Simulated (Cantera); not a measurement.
Input: 1 mol CF4, 0.14 mol CH4, 0.33 mol H2, at 0.790 bar.

Equilibrium computed with Cantera from the NASA thermochemical tables; the gas is ideal and each condensed phase is pure. Candidate condensed phases: C, C6H6, C7H8, C8H18; 95 gas species. The tables' values for C2F4 are old estimates; treat these amounts as uncertain. Gases not in the tables: C2F6 and larger saturated fluorocarbons. Equilibrium is a limit: real reactors are often held back by kinetics, nucleation or transport.

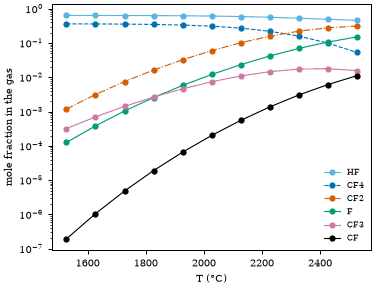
Fig. 1. Equilibrium gas composition (values under 1e-9 drawn at 1e-9)

Problem. Read off the mole fractions at 1927 °C.

Solution. HF about 0.62, CF4 about 0.33, CF2 about 0.033, F about 0.0058, CF3 about 0.0046, CF about 6.6e-5.
